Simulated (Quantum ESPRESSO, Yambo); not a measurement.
# Excitons of SnGeH2 (chair-type functionalised monolayer) on ever denser meshes, part 2 of 4

Wanted: excitons and ε₂ of SnGeH2 (chair-type functionalised monolayer), with cost.

Quantum ESPRESSO 7.5 and Yambo 5.3.0; PBE and many-body steps on it, plane waves. Known limits of the many-body steps: not at the basis limit; no spin-orbit coupling; bindings not settled in the k mesh.

So far. Step 4 (Screening and self-energy, 6×6×1 mesh, 103 bands …): The gap on the mesh goes from 0.61 eV to 1.40 eV, a correction of +0.79 eV. Step 5 (Excitons): The lowest state lies at 0.894 eV, 0.507 eV under the direct gap.

## Step 6: Levels from G0W0

This step: Bethe-Salpeter equation on PBE with G0W0 levels, plane waves, norm-conserving pseudopotentials.

Contents of bse3.in:

```
optics
bss
bse
em1s
dipoles
rim_cut
rim_w
RandQpts= 3000000
RandGvec= 100 RL
CUTGeo= "slab z"
RandGvecW= 9 RL
Chimod= "HARTREE"
BSKmod= "SEX"
BSEmod= "resonant"
BSSmod= "d"
BSENGexx= 30 Ry
BSENGBlk= 5.5 Ry
% BSEQptR
 1 | 1 |
%
% BSEBands
 21 | 24 |
%
% BEnRange
 0 | 5 | eV
%
% BDmRange
 0.1 | 0.1 | eV
%
BEnSteps= 101
% BLongDir
 1 | 0 | 0 |
%
% BndsRnXs
 1 | 60 |
%
NGsBlkXs= 5.5 Ry
% LongDrXs
 1 | 1 | 0 |
%
KfnQPdb= "E < ./gw1/ndb.QP"
WRbsWF
```

On the command line:

```
OMP_NUM_THREADS=1 mpirun -n 4 yambo -F bse3.in -J bse3,bse2_W -C bse3 > bse3.log
```

The log of the run:

```text
 Yambo, version 5.3.0

 [02] CORE Variables Setup
 =========================

  [... cell, symmetries and grids as in the set-up ...]

  [02.05] Energies & Occupations
  ==============================

  [X] === General ===
  [X] Electronic Temperature                        :  0.000000  0.000000 [eV K]
  [X] Bosonic    Temperature                        :  0.000000  0.000000 [eV K]
  [X] Finite Temperature mode                       : no
  [X] El. density                                   :  0.16143E+24 [cm-3]
  [X] Fermi Level                                   : -2.002869 [eV]

  [X] === Gaps and Widths ===
  [X] Conduction Band Min                           :  0.608571 [eV]
  [X] Valence Band Max                              :  0.000000 [eV]
  [X] Filled Bands                                  :  23
  [X] Empty Bands                                   :   24  103
  [X] Direct Gap                                    :  0.608571 [eV]
  [X] Direct Gap localized at k                     :  1
  [X] Indirect Gap                                  :  0.608571 [eV]
  [X] Indirect Gap between kpts                     :  1  1
  [X] Last valence band width                       :  2.590794 [eV]
  [X] 1st conduction band width                     :  3.585725 [eV]

 [03] Transferred momenta grid and indexing
 ==========================================

 IBZ Q-points                                      :   7
 BZ  Q-points                                      :   36

 K/Q-points units:
 rlu = crystal or reduced units; cc = cartesian coordinates; iku = interal k-units

 Q [1]          [rlu]:  0.000000  0.000000  0.000000
 Q [2]          [rlu]:  0.57692E-17  0.16667       0.0000
 Q [3]          [rlu]:  0.11538E-16  0.33333       0.0000
[...]
[K+QP] Conduction Band Min                        :  1.400542 [eV]
  [K+QP] Valence Band Max                           : -0.300188E-4 [eV]
  [K+QP] Filled Bands                               :  23
  [K+QP] Empty Bands                                :   24  103
  [K+QP] Direct Gap                                 :  1.400572 [eV]
  [K+QP] Direct Gap localized at k                  :  1
  [K+QP] Indirect Gap                               :  1.400572 [eV]
  [K+QP] Indirect Gap between kpts                  :  1  1
  [K+QP] Last valence band width                    :  3.071647 [eV]
  [K+QP] 1st conduction band width                  :  3.265178 [eV]

  [coarse-grid] Minimum Bare Gap        [ev]:  0.608571
  [coarse-grid] Minimum Gap Correction  [ev]:  0.792001

  Eqp @ K [1]
  -163.5211 -129.3588 -110.6670 -110.6670 -110.6151  -85.1504  -85.1504  -85.1019
  -24.40357 -24.40357 -24.38699 -24.35205 -24.35205 -21.36937 -21.35770 -21.35770
   -21.2908     -21.2908     -10.6075     -6.19297     -2.77083      0.00000    -0.300188E-4   1.40054
[...]
Eqp @ K [2]
[...]
Eqp @ K [3]
[...]
Eqp @ K [4]
[...]
Eqp @ K [5]
[...]
Eqp @ K [6]
[...]
Eqp @ K [7]
[...]
8.65968   8.68102   8.81048   9.07499   9.86185   9.88094  10.12808  10.28776
   10.86044  11.09448  12.32974  12.45946  12.86715  12.95283  13.14082  14.22558

 [07] Dipoles
 ============

  [07.01] Setup: observables and procedures
  =========================================

  [WARNING] [r,Vnl^pseudo] included in position and velocity dipoles.

  [WARNING] In case H contains other non local terms, these are neglected

 [08] Static Dielectric Matrix
 =============================

    [09.01.05.03] Main kernel loop
    ==============================

    [09.01.05.04] Wave-Function Phases
    ==================================

    [BSE] WF phases found       :  76.78571 [o/o]

   [09.01.06] BSE solver(s) @q1
   ============================

   [09.01.07] Diago Solver @q1
   ===========================

 [12] Game Over & Game summary
```

The job ended after 4.3 s (4 MPI ranks of Arm Neoverse V1, shared host; peak memory 1.7 GiB; 17 s of CPU time).

This step gave:

| Property | Result |
| --- | --- |
| transitions in the window | 108 |
| direct gap of the transition levels | 1.401 eV |
| lowest state | 0.8960 eV |
| first strong exciton (over a fiftieth of the strongest listed) | 0.8960 eV |
| binding of the lowest state below the direct gap | 0.5045 eV |

The lowest state lies at 0.896 eV, 0.505 eV under the direct gap.

The Im polarisability of the sheet has structure finer than the step of the table below, so its rows give means over 0.5 eV, whole bins alone (the curve runs from 0 to 5 eV). Peaks (eV: height): BSE 0.90: 169, 2.70: 44.9; no electron-hole interaction 1.40: 155, 3.30: 33.8, 3.75: 33.7.

Sheet polarisability (bohr); field along x; broadening 0.1 eV; transition window only. Limits: finite bands, cutoff and mesh; no spin-orbit coupling; exciton not shown settled in the k mesh. The Im polarisability of the sheet by photon energy; means over each step:

```csv
photon energy (eV),BSE,no electron-hole interaction
0.5,15.4,2.12
1.0,76.5,13.6
1.5,5.80,70.4
2.0,2.67,5.39
2.5,17.8,2.22
3.0,16.8,8.96
3.5,3.68,22.0
4.0,1.02,13.0
4.5,0.790,1.40
```

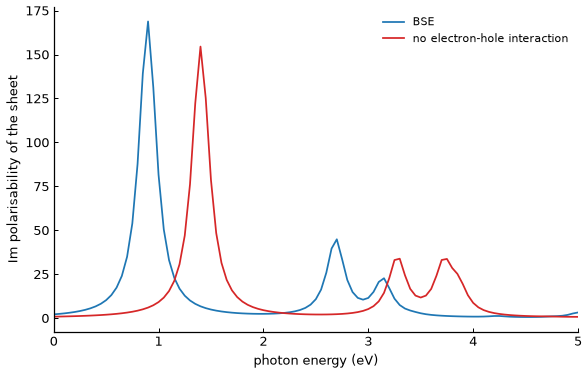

Im polarisability of the sheet against photon energy.

## Step 7: Triplet (no exchange term)

This step: Bethe-Salpeter equation on PBE with a scissors shift, plane waves, norm-conserving pseudopotentials.

bse4.in, as its differences from bse3.in of step 6:

```diff
@@ -15,3 +15,3 @@
 BSSmod= "d"
-BSENGexx= 30 Ry
+BSENGexx= 1 RL
 BSENGBlk= 5.5 Ry
@@ -40,3 +40,5 @@
 %
-KfnQPdb= "E < ./gw1/ndb.QP"
+% KfnQP_E
+ 0.792 | 1.0 | 1.0 |
+%
 WRbsWF
```

On the command line:

```
OMP_NUM_THREADS=1 mpirun -n 4 yambo -F bse4.in -J bse4,bse2_W -C bse4 > bse4.log
```

The log of the run:

```text
 Yambo, version 5.3.0

 [02] CORE Variables Setup
 =========================

  [... cell, symmetries and grids as in the set-up ...]

  [02.05] Energies & Occupations
  ==============================

  [X] === General ===
  [X] Electronic Temperature                        :  0.000000  0.000000 [eV K]
  [X] Bosonic    Temperature                        :  0.000000  0.000000 [eV K]
  [X] Finite Temperature mode                       : no
  [X] El. density                                   :  0.16143E+24 [cm-3]
  [X] Fermi Level                                   : -2.002869 [eV]

  [X] === Gaps and Widths ===
  [X] Conduction Band Min                           :  0.608571 [eV]
  [X] Valence Band Max                              :  0.000000 [eV]
  [X] Filled Bands                                  :  23
  [X] Empty Bands                                   :   24  103
  [X] Direct Gap                                    :  0.608571 [eV]
  [X] Direct Gap localized at k                     :  1
  [X] Indirect Gap                                  :  0.608571 [eV]
  [X] Indirect Gap between kpts                     :  1  1
  [X] Last valence band width                       :  2.590794 [eV]
  [X] 1st conduction band width                     :  3.585725 [eV]

 [03] Transferred momenta grid and indexing
 ==========================================

 IBZ Q-points                                      :   7
 BZ  Q-points                                      :   36

 K/Q-points units:
 rlu = crystal or reduced units; cc = cartesian coordinates; iku = interal k-units

 Q [1]          [rlu]:  0.000000  0.000000  0.000000
 Q [2]          [rlu]:  0.57692E-17  0.16667       0.0000
 Q [3]          [rlu]:  0.11538E-16  0.33333       0.0000
[...]
[K+QP] Conduction Band Min                        :  1.400571 [eV]
  [K+QP] Valence Band Max                           :  0.000000 [eV]
  [K+QP] Filled Bands                               :  23
  [K+QP] Empty Bands                                :   24  103
  [K+QP] Direct Gap                                 :  1.400571 [eV]
  [K+QP] Direct Gap localized at k                  :  1
  [K+QP] Indirect Gap                               :  1.400571 [eV]
  [K+QP] Indirect Gap between kpts                  :  1  1
  [K+QP] Last valence band width                    :  2.590794 [eV]
  [K+QP] 1st conduction band width                  :  3.585725 [eV]

  [coarse-grid] Minimum Bare Gap        [ev]:  0.608571
  [coarse-grid] Minimum Gap Correction  [ev]:  0.792000

  Eqp @ K [1]
  -163.0164 -128.8541 -110.1623 -110.1623 -110.1104  -84.6457  -84.6457  -84.5972
  -23.89888 -23.89888 -23.88229 -23.84735 -23.84735 -20.86467 -20.85300 -20.85300
   -20.7861     -20.7861     -10.1028     -5.68827     -2.26614    -0.184566E-6   0.00000      1.40057
[...]
Eqp @ K [2]
[...]
Eqp @ K [3]
[...]
Eqp @ K [4]
[...]
Eqp @ K [5]
[...]
Eqp @ K [6]
[...]
Eqp @ K [7]
[...]
8.98026   9.00160   9.13105   9.39556  10.18243  10.20152  10.44865  10.60834
   11.18101  11.41506  12.65032  12.78004  13.18772  13.27340  13.46139  14.54616

 [07] Dipoles
 ============

  [07.01] Setup: observables and procedures
  =========================================

  [WARNING] [r,Vnl^pseudo] included in position and velocity dipoles.

  [WARNING] In case H contains other non local terms, these are neglected

 [08] Static Dielectric Matrix
 =============================

    [09.01.05.03] Main kernel loop
    ==============================

    [09.01.05.04] Wave-Function Phases
    ==================================

    [BSE] WF phases found       :  76.78571 [o/o]

   [09.01.06] BSE solver(s) @q1
   ============================

   [09.01.07] Diago Solver @q1
   ===========================

 [12] Game Over & Game summary
```

Elapsed: 4.4 s, on 4 MPI ranks; peak memory 1.7 GiB; 17 s of CPU time.

The lowest triplet lies at 0.862 eV; without spin-orbit coupling triplets are dark, so no spectrum is read.

## Step 8: Beyond Tamm-Dancoff

bse5.in, as its differences from bse4.in of step 7:

```diff
@@ -13,5 +13,5 @@
 BSKmod= "SEX"
-BSEmod= "resonant"
+BSEmod= "coupling"
 BSSmod= "d"
-BSENGexx= 1 RL
+BSENGexx= 30 Ry
 BSENGBlk= 5.5 Ry
```

On the command line:

```
OMP_NUM_THREADS=1 mpirun -n 4 yambo -F bse5.in -J bse5,bse2_W -C bse5 > bse5.log
```

The log of the run:

```text
 Yambo, version 5.3.0

 [02] CORE Variables Setup
 =========================

  [... cell, symmetries and grids as in the set-up ...]

  [02.05] Energies & Occupations
  ==============================

  [X] === General ===
  [X] Electronic Temperature                        :  0.000000  0.000000 [eV K]
  [X] Bosonic    Temperature                        :  0.000000  0.000000 [eV K]
  [X] Finite Temperature mode                       : no
  [X] El. density                                   :  0.16143E+24 [cm-3]
[...]
=========================================

  [WARNING] [r,Vnl^pseudo] included in position and velocity dipoles.

  [WARNING] In case H contains other non local terms, these are neglected

 [08] Static Dielectric Matrix
 =============================

    [09.01.05.03] Main kernel loop
    ==============================

    [09.01.05.04] Wave-Function Phases
    ==================================

    [BSE] WF phases found       :  76.78571 [o/o]

   [09.01.06] BSE solver(s) @q1
   ============================

   [09.01.07] Diago Solver @q1
   ===========================

   [WARNING] Parallel non-herm diag not yet implemented. Switching to LK

 [12] Game Over & Game summary
```

Elapsed: 4.2 s, on 4 MPI ranks; peak memory 1.7 GiB.

Numbers from this step:

* transitions in the window: 108
* direct gap of the transition levels: 1.401 eV
* lowest state: 0.8940 eV
* first strong exciton (over a fiftieth of the strongest listed): 0.8940 eV
* binding of the lowest state below the direct gap: 0.5066 eV

The lowest state lies at 0.894 eV, 0.507 eV under the direct gap.

The Im polarisability of the sheet has structure finer than the step of the table below, so its rows give means over 0.5 eV, whole bins alone (the curve runs from 0 to 5 eV). Peaks (eV: height): BSE 0.90: 161, 2.65: 40.8; no electron-hole interaction 1.40: 154, 3.25: 35.0, 3.75: 34.6.

Sheet polarisability (bohr); field along x; broadening 0.1 eV; transition window only. Limits: finite bands, cutoff and mesh; no spin-orbit coupling; exciton not shown settled in the k mesh. The Im polarisability of the sheet by photon energy; means over each step:

```
photon energy (eV)   BSE  no electron-hole interaction
               0.5  14.0                          1.63
               1.0  72.6                          13.3
               1.5  5.20                          70.1
               2.0  2.39                          5.23
               2.5  17.6                          2.16
               3.0  14.3                          10.9
               3.5  3.31                          19.7
               4.0  1.14                          13.1
               4.5  1.21                          1.40
```

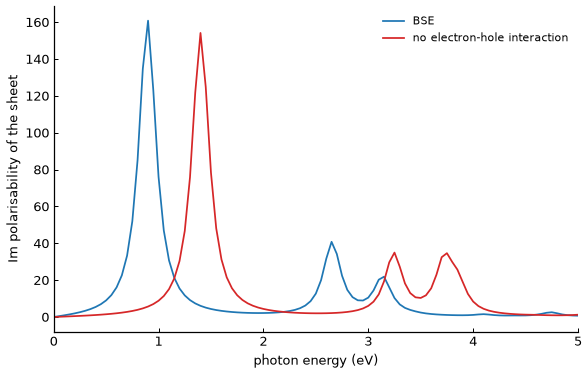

Im polarisability of the sheet, plotted against photon energy.

## Step 9: Finite momentum (q 2)

Contents of bse6.in:

```
optics
bss
bse
em1s
dipoles
rim_cut
rim_w
RandQpts= 3000000
RandGvec= 100 RL
CUTGeo= "slab z"
RandGvecW= 9 RL
Chimod= "HARTREE"
BSKmod= "SEX"
BSEmod= "resonant"
BSSmod= "d"
BSENGexx= 30 Ry
BSENGBlk= 5.5 Ry
% BSEQptR
 2 | 2 |
%
% BSEBands
 22 | 24 |
%
% BEnRange
 0 | 4 | eV
%
% BDmRange
 0.1 | 0.1 | eV
%
BEnSteps= 81
% BLongDir
 1 | 0 | 0 |
%
% BndsRnXs
 1 | 60 |
%
NGsBlkXs= 5.5 Ry
% LongDrXs
 1 | 1 | 0 |
%
% KfnQP_E
 0.792 | 1.0 | 1.0 |
%
WRbsWF
```

On the command line:

```
OMP_NUM_THREADS=1 mpirun -n 4 yambo -F bse6.in -J bse6,bse2_W -C bse6 > bse6.log
```

The log of the run:

```text
 Yambo, version 5.3.0

 [02] CORE Variables Setup
 =========================

  [... cell, symmetries and grids as in the set-up ...]

  [02.05] Energies & Occupations
  ==============================

  [X] === General ===
  [X] Electronic Temperature                        :  0.000000  0.000000 [eV K]
  [X] Bosonic    Temperature                        :  0.000000  0.000000 [eV K]
  [X] Finite Temperature mode                       : no
  [X] El. density                                   :  0.16143E+24 [cm-3]
[...]
[07] Dipoles
 ============

  [07.01] Setup: observables and procedures
  =========================================

  [WARNING] [r,Vnl^pseudo] included in position and velocity dipoles.

  [WARNING] In case H contains other non local terms, these are neglected

 [08] Static Dielectric Matrix
 =============================

    [09.01.05.03] Main kernel loop
    ==============================

    [09.01.05.04] Wave-Function Phases
    ==================================

    [BSE] WF phases found       :  74.60317 [o/o]

   [09.01.06] BSE solver(s) @q2
   ============================

   [09.01.07] Diago Solver @q2
   ===========================

 [12] Game Over & Game summary
```

The job ended after 3.5 s (4 MPI ranks; peak memory 1.6 GiB).

This step gave:

```
transitions in the window                                      : 72
lowest state                                                   : 1.334 eV
first strong exciton (over a fiftieth of the strongest listed) : 2.366 eV
```

The lowest state lies at 1.334 eV.

The Im polarisability of the sheet has structure finer than the step of the table below, so its rows give means over 0.25 eV, whole bins alone (the curve runs from 0 to 4 eV). Peaks (eV: height): BSE 2.900: 0.662, 3.750: 0.313; no electron-hole interaction 3.350: 1.69.

Sheet polarisability (bohr); longitudinal response along q; broadening 0.1 eV; transition window only; momentum transfer q number 2. Limits: finite bands, cutoff and mesh; no spin-orbit coupling; exciton not shown settled in the k mesh. Im polarisability of the sheet against photon energy; means over each step:

```
photon energy (eV)     BSE  no electron-hole interaction
              0.25  0.0123                        0.0163
              0.50  0.0134                        0.0179
              0.75  0.0148                        0.0199
              1.00  0.0166                        0.0223
              1.25  0.0191                        0.0253
              1.50  0.0219                        0.0290
              1.75  0.0263                        0.0341
              2.00  0.0362                        0.0414
              2.25  0.0839                        0.0535
              2.50   0.114                        0.0831
              2.75   0.282                         0.222
              3.00   0.434                         0.260
              3.25   0.124                         0.917
              3.50   0.169                         0.876
              3.75   0.266                         0.280
```

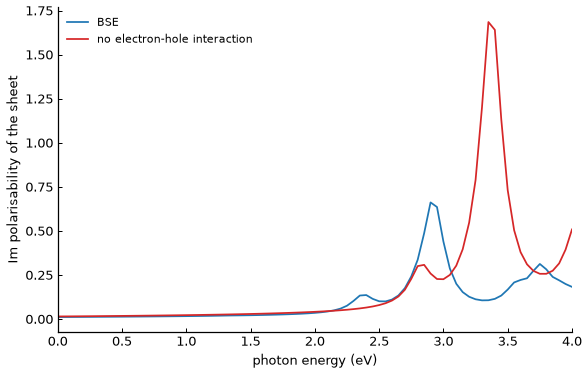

Im polarisability of the sheet, plotted against photon energy.

## Step 10: Finite momentum (q 3)

bse7.in, as its differences from bse6.in of step 9:

```diff
@@ -18,3 +18,3 @@
 % BSEQptR
- 2 | 2 |
+ 3 | 3 |
 %
```

On the command line:

```
OMP_NUM_THREADS=1 mpirun -n 4 yambo -F bse7.in -J bse7,bse2_W -C bse7 > bse7.log
```

The log of the run:

```text
 Yambo, version 5.3.0

 [02] CORE Variables Setup
 =========================

  [... cell, symmetries and grids as in the set-up ...]

  [02.05] Energies & Occupations
  ==============================

  [X] === General ===
  [X] Electronic Temperature                        :  0.000000  0.000000 [eV K]
  [X] Bosonic    Temperature                        :  0.000000  0.000000 [eV K]
  [X] Finite Temperature mode                       : no
  [X] El. density                                   :  0.16143E+24 [cm-3]
[...]
[07] Dipoles
 ============

  [07.01] Setup: observables and procedures
  =========================================

  [WARNING] [r,Vnl^pseudo] included in position and velocity dipoles.

  [WARNING] In case H contains other non local terms, these are neglected

 [08] Static Dielectric Matrix
 =============================

    [09.01.05.03] Main kernel loop
    ==============================

    [09.01.05.04] Wave-Function Phases
    ==================================

    [BSE] WF phases found       :  74.60317 [o/o]

   [09.01.06] BSE solver(s) @q3
   ============================

   [09.01.07] Diago Solver @q3
   ===========================

 [12] Game Over & Game summary
```

Wall time 3.4 s (4 MPI ranks); peak memory 1.6 GiB.

This step gave:

| Item | Value |
| --- | --- |
| transitions in the window | 72 |
| lowest state | 1.948 eV |
| first strong exciton (over a fiftieth of the strongest listed) | 3.271 eV |

The lowest state lies at 1.948 eV.

The Im polarisability of the sheet has structure finer than the step of the table below, so its rows give means over 0.25 eV, whole bins alone (the curve runs from 0 to 4 eV). Peaks (eV: height): BSE 3.300: 0.240; no electron-hole interaction 3.750: 0.351.

Sheet polarisability (bohr); longitudinal response along q; broadening 0.1 eV; transition window only; momentum transfer q number 3. Limits: finite bands, cutoff and mesh; no spin-orbit coupling; exciton not shown settled in the k mesh. Table of Im polarisability of the sheet by photon energy; means over each step:

```
photon energy (eV)      BSE  no electron-hole interaction
              0.25  0.00499                       0.00562
              0.50  0.00546                       0.00617
              0.75  0.00602                       0.00682
              1.00  0.00667                       0.00757
              1.25  0.00745                       0.00847
              1.50  0.00840                       0.00955
              1.75  0.00962                        0.0109
              2.00   0.0114                        0.0125
              2.25   0.0139                        0.0147
              2.50   0.0167                        0.0179
              2.75   0.0234                        0.0221
              3.00   0.0470                        0.0281
              3.25    0.173                        0.0410
              3.50   0.0976                        0.0912
              3.75   0.0884                         0.274
```

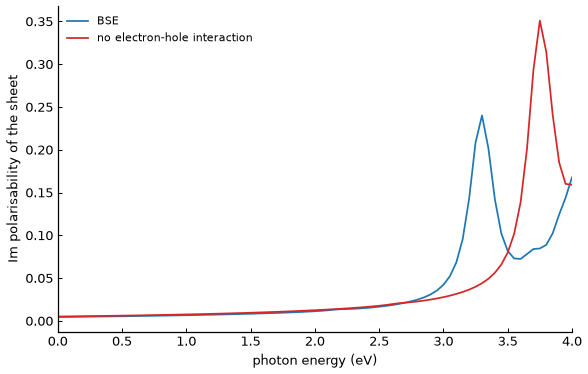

Im polarisability of the sheet against photon energy.

(Part 2 of 4 ends here.)

[Paths, hosts, dates, memory and timing lines, banners, echoed tables and standing remarks are left out of the program output.]

[Logs are printed without paths, hosts, clocks, repeated set-up lines and the standing remarks that a program may print on its own settings, such as how far it seeks lower states.]

[Runs of the session that timed out or met a known fault of the program may be left out.]

[Hosts, paths, dates, database ids (printed as entryN), source tags and the programs' standing remarks are cut or masked in the printed files.]
